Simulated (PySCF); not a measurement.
C3H11OPSi (SMILES COCCP[SiH3])

The calculation's input:

```
{"job": {"kind": "nmr", "xc": "PBE0", "basis": "pcSseg-1"}, "charge": 0, "multiplicity": 1}
C     -1.440979     1.535636     0.947086
O     -0.731858     0.622835     0.167166
C     -1.150756    -0.705444     0.302851
C     -0.218347    -1.576658    -0.507308
P      1.544021    -1.416555     0.119738
Si     2.074200     0.657924    -0.622541
H     -1.373593     1.293843     2.025357
H     -1.003554     2.529800     0.782095
H     -2.511817     1.568630     0.667188
H     -1.132519    -1.009322     1.370613
H     -2.195552    -0.822779    -0.051555
H     -0.296722    -1.316456    -1.574079
H     -0.513414    -2.631727    -0.392631
H      2.183453    -2.071502    -0.976411
H      1.353725     1.052343    -1.871553
H      3.542626     0.617535    -0.927382
H      1.871915     1.687260     0.437335
```

Run with:

```sh
OMP_NUM_THREADS=1 python probes_run.py task.json out
```

Geometry: PBE0-D3(BJ)/def2-SVP.

All numbers below come from PBE0/pcSseg-1, SCF density, gas phase, non-relativistic (PySCF 2.14.0).

**What will maps of the electron density and electron localisation function show?**

C–O (1.39 Å): ρ is about 2.1 e/Å³ halfway, with its minimum of 1.8 e/Å³ about 0.5 Å from C; the ELF peaks at about 0.90 between the atoms, as expected for a polar covalent bond.
C–C (1.51 Å): ρ at the midpoint is about 1.7 e/Å³; the ELF peaks at about 0.95 between the atoms: a covalent bond.
C–H (1.10 Å): ρ is about 2 e/Å³ halfway; the ELF climbs to about 1 towards the hydrogen, as it does in any bond to H: a covalent bond by its length.

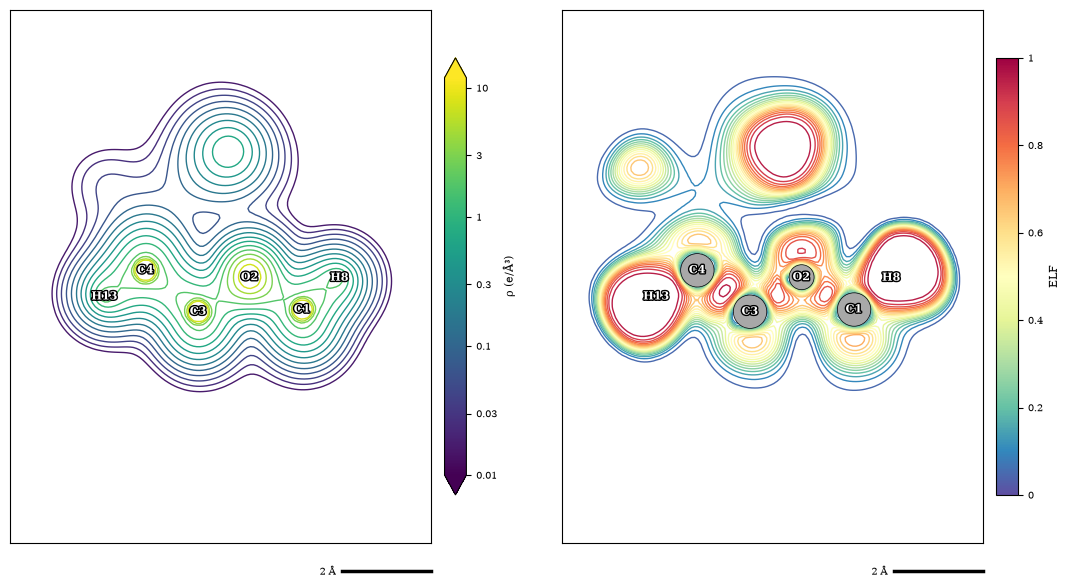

Computed electron density and electron localisation function on the plane of atoms O2, C3 and C4, in this order. Grey discs cover the atomic cores in the ELF map. 
